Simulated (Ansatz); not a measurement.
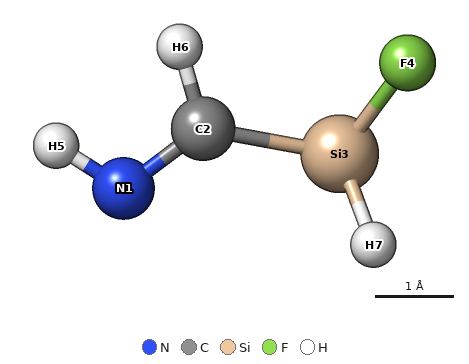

*The input geometry (ball-and-stick view, seen at a tilt; atoms are numbered from 1 in the order of the input).*

Bond lengths as drawn: C–H 1.10 Å, C–N 1.30 Å, C–Si 1.84 Å, F–Si 1.70 Å, H–N 1.03 Å and H–Si 1.49 Å.

# Run report: CH$_{3}$FNSi (charge −1), geometry relaxation

System: CH$_{3}$FNSi, charge −1, SMILES N=C[SiH-]F.
Method: RKS r2SCAN-D4/def2-SVP (Ansatz 0.2.0).

It belongs to a series of runs on one base structure; here: end point B relaxed. Figures and captions count atoms from 1; the log counts them from 0 in places.

### The input
```yaml
crystal:
  periodic: [false, false, false]
  atoms:
    - { symbol: "N", position_ang: [0.82918, 0.76958, -1.32281] }
    - { symbol: C, position_ang: [-0.0623, 0.62308, -0.38674] }
    - { symbol: Si, position_ang: [-1.693, 1.4572, -0.23676] }
    - { symbol: F, position_ang: [-2.18725, 1.16275, 1.36813] }
    - { symbol: H, position_ang: [1.46037, -0.04324, -1.3463] }
    - { symbol: H, position_ang: [0.04733, -0.34873, 0.12232] }
    - { symbol: H, position_ang: [-1.42791, 2.9142, -0.06418] }
total_charge: -1
basis:
  gaussian: { orbitals: def2-SVP }
hamiltonian:
  xc: r2scan
  dispersion: d4
relax:
  f_tol: 0.015
  max_steps: 40
```

Hardware: 1 thread of Intel Xeon (Sapphire Rapids), 192 GiB of memory available, shared host.

Launched with:
```bash
ansatz run input.yaml --threads 1 --pin off --max-ram 2048MiB --backend cpu --events-out ev --progress --plain --runs-dir out
```

### Log
```
The last accepted step is kept in [file] (removed where the run ends without a failure and the disk answers)
Engine: ansatz 0.2.0, x86_64-unknown-linux-gnu
Functional definition: r2SCAN
  parameter k0 = 0.174
  parameter k1 = 0.065
  parameter a1 = 4.9479
  exchange = r2scan_x(k0 = k0, k1 = k1, a1 = a1)
  correlation = r2scan_c
848 factors; their error is unknown
mean field evaluation 1: about -13157.7484 eV, gradient 3.4e1 eV
mean field evaluation 2: about -13148.6884 eV, gradient 6.7e1 eV
mean field evaluation 4: about -13160.5755 eV, gradient 6.3e0 eV
mean field evaluation 8: about -13160.6043 eV, gradient 2.2e-1 eV
mean field evaluation 16: about -13160.6044 eV, gradient 9.8e-6 eV
mean field -13160.60437253 eV, -483.6432901125 hartree, gradient 9.8e-6 eV, S^2 0.000000; 0 other end points of the search recorded, 0 dependent functions left out
the calculation of the forces begins
reference -13160.60438113 eV, -483.6432904286 hartree; 20, 20 occupied and 55, 55 virtual orbitals, 848 factors
relax step   1: F+E_penalty+E_count = -13160.63983384 eV  Δ(F+E_penalty+E_count) = +0.000e0 eV  max|allowed force component| = 1.635e0 eV/Å  Δτ_max = 0.0000 Å  (28 SCF iters, accepted)
these checks for a lower state are left out or cut short: starts, cluster_reference, orbital_swaps, neighbouring_geometries, increment
848 factors; their error is unknown
mean field -13160.77102123 eV, -483.6494143394 hartree, gradient 1.2e-5 eV, S^2 0.000000; 0 other end points of the search recorded, 0 dependent functions left out
the calculation of the forces begins
reference -13160.77102993 eV, -483.6494146591 hartree; 20, 20 occupied and 55, 55 virtual orbitals, 848 factors
relax step   2: F+E_penalty+E_count = -13160.80662523 eV  Δ(F+E_penalty+E_count) = -1.668e-1 eV  max|allowed force component| = 1.830e0 eV/Å  Δτ_max = 0.1233 Å  (37 SCF iters, accepted)
these checks for a lower state are left out or cut short: starts, cluster_reference, orbital_swaps, neighbouring_geometries, increment
848 factors; their error is unknown
mean field evaluation 32: about -13160.8092 eV, gradient 2.2e-5 eV
mean field -13160.80916108 eV, -483.6508159528 hartree, gradient 2.2e-5 eV, S^2 0.000000; 0 other end points of the search recorded, 0 dependent functions left out
the calculation of the forces begins
reference -13160.80916981 eV, -483.6508162735 hartree; 20, 20 occupied and 55, 55 virtual orbitals, 848 factors
relax step   3: F+E_penalty+E_count = -13160.84484263 eV  Δ(F+E_penalty+E_count) = -3.822e-2 eV  max|allowed force component| = 9.460e-1 eV/Å  Δτ_max = 0.0760 Å  (31 SCF iters, accepted)
these checks for a lower state are left out or cut short: starts, cluster_reference, orbital_swaps, neighbouring_geometries, increment
848 factors; their error is unknown
mean field -13160.83436211 eV, -483.6517420738 hartree, gradient 1.1e-5 eV, S^2 0.000000; 0 other end points of the search recorded, 0 dependent functions left out
the calculation of the forces begins
reference -13160.83437083 eV, -483.6517423941 hartree; 20, 20 occupied and 55, 55 virtual orbitals, 848 factors
relax step   4: F+E_penalty+E_count = -13160.86999773 eV  Δ(F+E_penalty+E_count) = -2.516e-2 eV  max|allowed force component| = 7.085e-1 eV/Å  Δτ_max = 0.0390 Å  (31 SCF iters, accepted)
these checks for a lower state are left out or cut short: starts, cluster_reference, orbital_swaps, neighbouring_geometries, increment
848 factors; their error is unknown
mean field -13160.84355540 eV, -483.6520799208 hartree, gradient 2.4e-5 eV, S^2 0.000000; 0 other end points of the search recorded, 0 dependent functions left out
the calculation of the forces begins
reference -13160.84356411 eV, -483.6520802410 hartree; 20, 20 occupied and 55, 55 virtual orbitals, 848 factors
relax step   5: F+E_penalty+E_count = -13160.87919134 eV  Δ(F+E_penalty+E_count) = -9.194e-3 eV  max|allowed force component| = 2.820e-1 eV/Å  Δτ_max = 0.0333 Å  (30 SCF iters, accepted)
these checks for a lower state are left out or cut short: starts, cluster_reference, orbital_swaps, neighbouring_geometries, increment
848 factors; their error is unknown
mean field -13160.84955656 eV, -483.6523004594 hartree, gradient 1.0e-5 eV, S^2 0.000000; 0 other end points of the search recorded, 0 dependent functions left out
the calculation of the forces begins
reference -13160.84956527 eV, -483.6523007794 hartree; 20, 20 occupied and 55, 55 virtual orbitals, 848 factors
relax step   6: F+E_penalty+E_count = -13160.88517974 eV  Δ(F+E_penalty+E_count) = -5.988e-3 eV  max|allowed force component| = 1.140e-1 eV/Å  Δτ_max = 0.1120 Å  (30 SCF iters, accepted)
these checks for a lower state are left out or cut short: starts, cluster_reference, orbital_swaps, neighbouring_geometries, increment
848 factors; their error is unknown
mean field -13160.85143198 eV, -483.6523693796 hartree, gradient 1.1e-5 eV, S^2 0.000000; 0 other end points of the search recorded, 0 dependent functions left out
the calculation of the forces begins
reference -13160.85144069 eV, -483.6523696997 hartree; 20, 20 occupied and 55, 55 virtual orbitals, 848 factors
relax step   7: F+E_penalty+E_count = -13160.88709810 eV  Δ(F+E_penalty+E_count) = -1.918e-3 eV  max|allowed force component| = 6.322e-2 eV/Å  Δτ_max = 0.0350 Å  (31 SCF iters, accepted)
these checks for a lower state are left out or cut short: starts, cluster_reference, orbital_swaps, neighbouring_geometries, increment
848 factors; their error is unknown
mean field evaluation 64: about -13160.8517 eV, gradient 7.2e-5 eV
mean field -13160.85174270 eV, -483.6523807984 hartree, gradient 1.2e-5 eV, S^2 0.000000; 0 other end points of the search recorded, 0 dependent functions left out
the calculation of the forces begins
reference -13160.85175142 eV, -483.6523811189 hartree; 20, 20 occupied and 55, 55 virtual orbitals, 848 factors
relax step   8: F+E_penalty+E_count = -13160.88741587 eV  Δ(F+E_penalty+E_count) = -3.178e-4 eV  max|allowed force component| = 1.323e-2 eV/Å  Δτ_max = 0.0125 Å  (31 SCF iters, accepted)
```

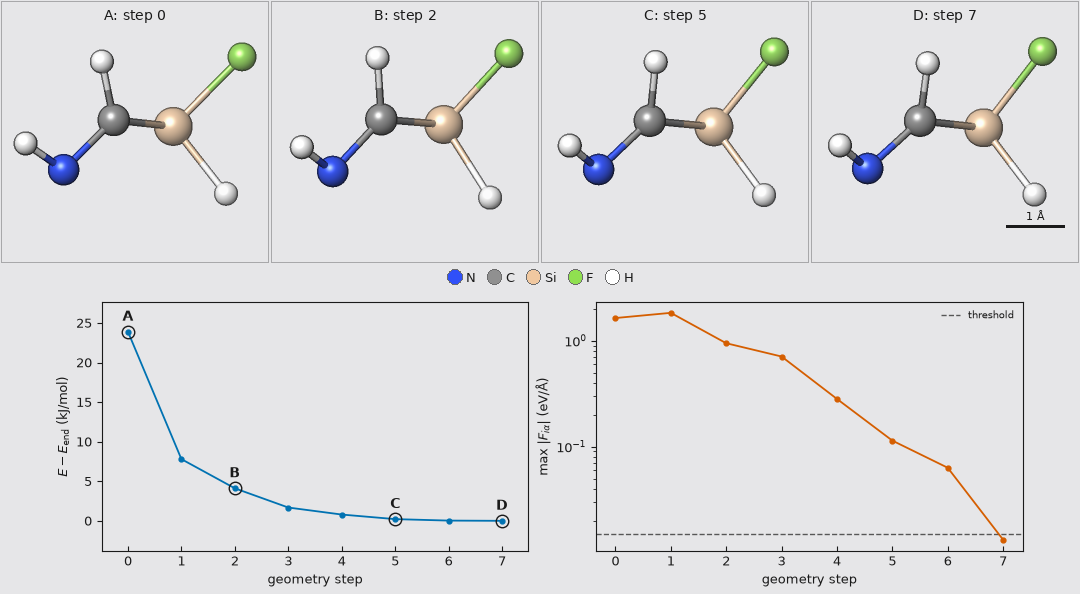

*Frames of the relaxation (ball-and-stick view, seen at a tilt) above the curves, on which the letters mark them (the first geometry is step 0 here and step 1 in the log).*

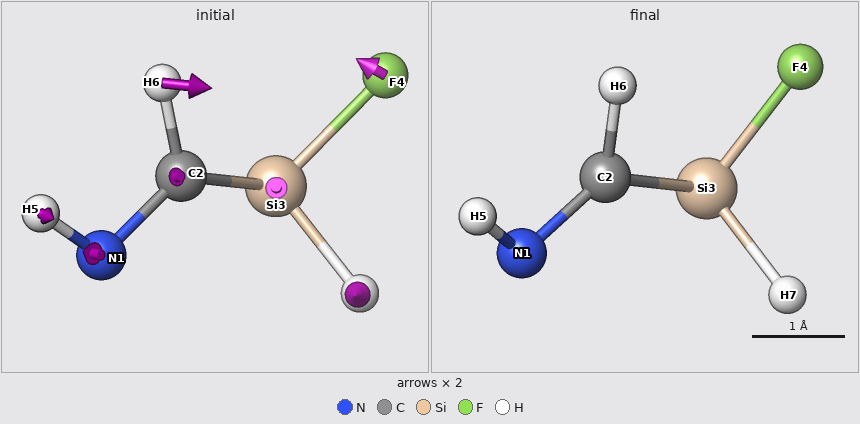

*Before (left) and after (right) the relaxation, at one scale (ball-and-stick view, seen at a tilt). The pink arrows give the displacements, magnified 2 times.*

The largest move after the best rigid fit is that of H6, 0.28 Å. By element the largest moves are H 0.28 Å, F 0.19 Å, N 0.16 Å, Si 0.15 Å, C 0.11 Å. Distances before and after: C2–Si3 1.838 → 1.928 Å, Si3–H7 1.491 → 1.553 Å, C2–H6 1.103 → 1.130 Å, Si3–F4 1.705 → 1.711 Å. Among the angles that change: C2–Si3–H7 107.2° → 94.7°, N1–C2–H6 111.3° → 119.9°, C2–Si3–F4 104.8° → 96.3°. The energy falls by 23.9 kJ/mol in 7 geometry steps. Largest force component: 1.6 eV/Å at the start, 0.013 eV/Å at the end. (Atoms are counted from 1 in the order of the input.)

```
848 factors; their error is unknown
mean field -13160.85174270 eV, -483.6523807984 hartree, gradient 1.8e-5 eV, S^2 0.000000; 1 other end points of the search recorded, 0 dependent functions left out
the calculation of the forces begins
reference -13160.85175142 eV, -483.6523811189 hartree; 20, 20 occupied and 55, 55 virtual orbitals, 848 factors
Total energy: -13160.88742459 eV, -483.6536920839 hartree
Atom 0 at     0.736752     0.704779    -1.439496 Å, force     0.011097    -0.003578    -0.003185 eV/Å
Atom 1 at    -0.122801     0.605350    -0.475314 Å, force    -0.003540     0.013234     0.005748 eV/Å
Atom 2 at    -1.826030     1.491010    -0.299729 Å, force    -0.008710    -0.007781     0.007168 eV/Å
Atom 3 at    -2.136935     0.986320     1.305339 Å, force     0.003472     0.001916    -0.010794 eV/Å
Atom 4 at     1.500899     0.026217    -1.286492 Å, force    -0.007688     0.001016    -0.002522 eV/Å
Atom 5 at     0.027442    -0.166546     0.335793 Å, force     0.001078    -0.004097     0.003453 eV/Å
Atom 6 at    -1.212908     2.887710    -0.006441 Å, force     0.004291    -0.000709     0.000132 eV/Å
Dipole moment:     0.397816    -0.404687     0.291475 e Å
```

### Trajectory as extended XYZ (Å, eV, eV/Å), 8 frames, from step=1 to step=8
```
7
Properties=species:S:1:pos:R:3:forces:R:3 step=1 energy=-13160.63983
N     0.8292    0.7696   -1.3228    0.3883   0.8889  -0.6686
C    -0.0623    0.6231   -0.3867    1.1691  -0.7593  -0.4541
Si   -1.6930    1.4572   -0.2368   -1.6347  -0.1759   0.0778
F    -2.1873    1.1627    1.3681    0.1538  -0.2296   0.0511
H     1.4604   -0.0432   -1.3463   -0.0369  -0.0315   0.1272
H     0.0473   -0.3487    0.1223   -0.5358  -0.4344   0.9526
H    -1.4279    2.9142   -0.0642    0.4962   0.7419  -0.0860
7
Properties=species:S:1:pos:R:3:forces:R:3 step=2 energy=-13160.80662
N     0.8211    0.8049   -1.3264   -0.7992  -0.0015   0.0068
C    -0.1379    0.5732   -0.4572    1.8299  -0.1747  -0.0476
Si   -1.7712    1.4517   -0.2547   -0.9269   0.1784   0.0908
F    -2.1289    1.1059    1.3835    0.1156  -0.0683  -0.1304
H     1.4894    0.0195   -1.3217    0.0463   0.0292   0.1865
H     0.0035   -0.3307    0.2086   -0.4439   0.0048  -0.0742
H    -1.3095    2.9103   -0.0984    0.1781   0.0320  -0.0319
7
Properties=species:S:1:pos:R:3:forces:R:3 step=3 energy=-13160.84484
N     0.7793    0.7914   -1.3770   -0.3850  -0.2196   0.9233
C    -0.1308    0.5972   -0.4440    0.9460  -0.6017  -0.7939
Si   -1.8165    1.4463   -0.2589   -0.1707   0.3289   0.2152
F    -2.0979    1.0767    1.3937    0.0341   0.0244  -0.1990
H     1.5190    0.0658   -1.2691   -0.3158   0.1604  -0.1320
H    -0.0428   -0.3373    0.2099    0.0156   0.4537  -0.0378
H    -1.2439    2.8947   -0.1209   -0.1241  -0.1461   0.0242
7
Properties=species:S:1:pos:R:3:forces:R:3 step=4 energy=-13160.87000
N     0.7941    0.7905   -1.3661   -0.4349  -0.2028   0.5074
C    -0.1220    0.5913   -0.4490    0.7085  -0.1586  -0.4708
Si   -1.8127    1.4584   -0.2618   -0.1285   0.0854   0.0980
F    -2.1087    1.0698    1.3803    0.0391   0.0147  -0.1197
H     1.5037    0.0378   -1.2916   -0.0988   0.1306  -0.0179
H    -0.0221   -0.3157    0.2254   -0.0761   0.1764  -0.0238
H    -1.2659    2.9027   -0.1036   -0.0093  -0.0458   0.0268
7
Properties=species:S:1:pos:R:3:forces:R:3 step=5 energy=-13160.87919
N     0.7877    0.7784   -1.3744   -0.2271  -0.1608   0.2209
C    -0.1194    0.5886   -0.4579    0.2820   0.0653  -0.2079
Si   -1.8178    1.4664   -0.2691   -0.0344  -0.0159   0.0263
F    -2.1081    1.0567    1.3665    0.0183  -0.0038  -0.0520
H     1.5012    0.0331   -1.2912   -0.0106   0.0885  -0.0138
H    -0.0148   -0.2898    0.2450   -0.0511   0.0301   0.0081
H    -1.2626    2.9014   -0.0852    0.0230  -0.0034   0.0183
7
Properties=species:S:1:pos:R:3:forces:R:3 step=6 energy=-13160.88518
N     0.7586    0.7256   -1.4267   -0.0870  -0.0341   0.0828
C    -0.1176    0.6024   -0.4777    0.0003  -0.0446   0.1140
Si   -1.8258    1.4808   -0.2864    0.0236   0.0272  -0.0383
F    -2.1360    1.0114    1.3293    0.0599  -0.0174  -0.0480
H     1.5064    0.0257   -1.2892   -0.0056   0.0141  -0.0079
H     0.0107   -0.2033    0.3115    0.0134   0.0772  -0.1030
H    -1.2299    2.8922   -0.0272   -0.0045  -0.0224   0.0004
7
Properties=species:S:1:pos:R:3:forces:R:3 step=7 energy=-13160.88710
N     0.7429    0.7120   -1.4345   -0.0346  -0.0287   0.0485
C    -0.1202    0.6057   -0.4730   -0.0082   0.0082  -0.0335
Si   -1.8266    1.4896   -0.3003    0.0247  -0.0322   0.0632
F    -2.1315    0.9921    1.3097   -0.0082   0.0012  -0.0393
H     1.5000    0.0240   -1.2891    0.0100   0.0084   0.0031
H     0.0218   -0.1768    0.3315    0.0075   0.0235  -0.0318
H    -1.2199    2.8883   -0.0106    0.0087   0.0195  -0.0103
7
Properties=species:S:1:pos:R:3:forces:R:3 step=8 energy=-13160.88742
N     0.7368    0.7048   -1.4395    0.0111  -0.0036  -0.0032
C    -0.1228    0.6054   -0.4753   -0.0035   0.0132   0.0057
Si   -1.8260    1.4910   -0.2997   -0.0087  -0.0078   0.0072
F    -2.1369    0.9863    1.3053    0.0035   0.0019  -0.0108
H     1.5009    0.0262   -1.2865   -0.0077   0.0010  -0.0025
H     0.0274   -0.1665    0.3358    0.0011  -0.0041   0.0035
H    -1.2129    2.8877   -0.0064    0.0043  -0.0007   0.0001
```

### Results in brief

```csv
quantity,value
outcome,converged
total energy,−13160.8874 eV
mean-field energy,−13160.8518 eV
largest force (length of the vector) at the end,0.015 eV/Å
wall time,30 s
peak memory,0.18 GiB
```
